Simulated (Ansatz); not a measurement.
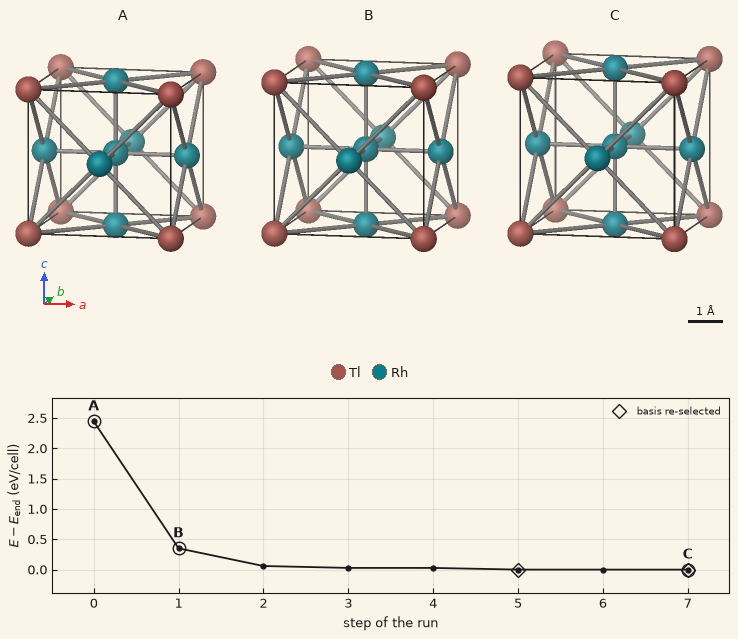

Frames of a relaxation of a crystal of TlRh4 (a generated structure, set up in Pm-3m) (coarse preliminary run), marked on the history of the run. Style: ball-and-stick. Shown: the cell of the calculation, slightly off an axis.

Theory: DFT PBE, scalar-relativistic, plane waves, PAW (Ansatz).

Input file:
```yaml
crystal:
  lattice:
    - [4.36223643, 0.0, 0.0]
    - [0.0, 4.36223643, 0.0]
    - [0.0, 0.0, 4.36223643]
  atoms:
    - { symbol: Tl, position: [0.0, 0.0, 0.0] }
    - { symbol: Rh, position: [0.0, 0.5, 0.5] }
    - { symbol: Rh, position: [0.5, 0.0, 0.5] }
    - { symbol: Rh, position: [0.5, 0.5, 0.0] }
    - { symbol: Rh, position: [0.5, 0.5, 0.5] }
basis:
  ecutwfc: 420
kpoints:
  mp_grid: { grid: [4, 4, 4] }
hamiltonian:
  xc: pbe
scf:
  occupations: { method: gaussian, width: 0.1 }
  lower_state_search: "off"
output:
  forces: true
  stress: true
  eigenvalues: true
relax:
  adjacent_minimum: "off"
  f_tol: 0.04
  max_steps: 70
  cell: { stress_tol: 0.4 }
```

Run as
```bash
ansatz run input.yaml --threads 1 --pin off --max-ram 2560MiB --backend cpu --events-out ev --progress --plain --runs-dir out
```

> Describe the path.

Over 5 accepted moves (7 points after the start) the energy falls by 2.444 eV per cell of the calculation. All forces vanish by symmetry, so only the cell relaxes. The pressure goes from 44.47 to 0.03 GPa. At 2 points the geometry stayed and the basis and grid were re-selected for the new cell (energy shift of 27.3 meV per cell of the calculation at most each time). No atom moves by more than 0.005 Å relative to the cell. The drawn cell changes as follows: a = b = c 4.362 → 4.723 Å (+8.3 %); the volume changes by +26.9 %. Some distances before and after: Tl1–Rh2 3.085 → 3.339 Å, Rh2–Rh5 2.181 → 2.361 Å. The space group stays Pm-3m (No. 221). The run took 21 s on 1 thread of Intel(R) Xeon(R) Platinum 8488C (Sapphire Rapids) (shared host), peak memory 0.44 GiB. From step 0 to 1: volume +15.3 %, energy −2.093 eV per cell of the calculation. From step 1 to 7: volume +10.0 %, energy −0.351 eV per cell of the calculation.
